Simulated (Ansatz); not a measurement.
System: H₄O₃Si···H₂O.

```yaml
atoms:
  - { symbol: Si, position_ang: [0.0835, -0.5467, -0.9934] }
  - { symbol: O, position_ang: [0.3816, 1.4061, 1.8358] }
  - { symbol: O, position_ang: [-1.2424, -0.7685, -1.9217] }
  - { symbol: O, position_ang: [-0.1868, -1.0312, 0.5745] }
  - { symbol: O, position_ang: [0.5223, 1.0064, -0.8899] }
  - { symbol: H, position_ang: [1.1687, 1.4561, 2.3822] }
  - { symbol: H, position_ang: [1.1148, -1.3984, -1.6122] }
  - { symbol: H, position_ang: [0.1380, 0.4683, 1.7969] }
  - { symbol: H, position_ang: [-1.9258, -0.0971, -1.8769] }
  - { symbol: H, position_ang: [-0.6132, -1.8808, 0.6964] }
  - { symbol: H, position_ang: [0.5596, 1.3858, 0.0083] }
```

The product side of a reaction path; geometry: PBE0-D4/def2-TZVP.

These are results of RKS PBE0-D4/def2-TZVPP in Ansatz 0.2.0, not measurements.

Q: What can the converged electron density and electron localisation function tell about the bonding?

A: O2···H11 (1.84 Å): the density falls to about 0.23 e/Å³ on the way; the ELF dips to about 0.15 between them (a closed-shell contact with the geometry of a hydrogen bond).
Si–O (1.62 Å): ρ at the midpoint is about 1.3 e/Å³; the ELF peaks at about 0.85 between the atoms; a polar covalent bond.
O–H (0.96 Å): the density is about 3.8 e/Å³ at the midpoint; the ELF climbs to about 1 towards the hydrogen, as it does in any bond to H; an ordinary covalent bond to hydrogen.
Si–O (1.66 Å): the density is about 1.1 e/Å³ at the midpoint; the ELF peaks at about 0.90 between the atoms, as expected for a polar covalent bond.

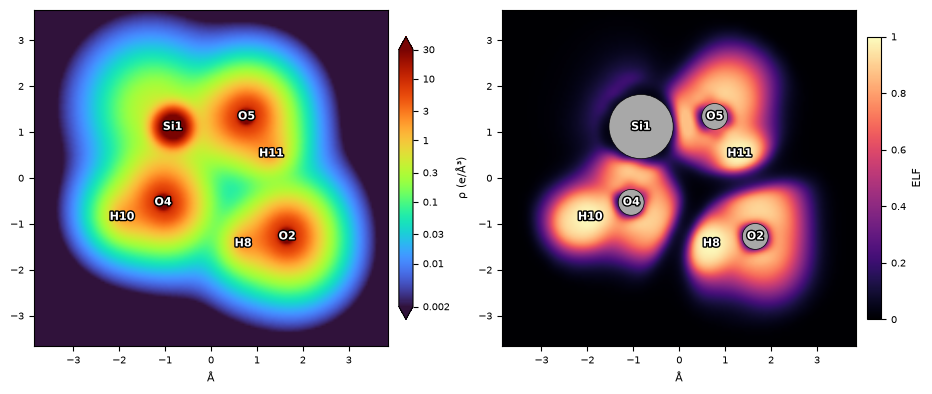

Computed electron density and electron localisation function on the plane of atoms Si1, O5 and H11, in this order. Grey discs cover the atomic cores in the ELF map. 
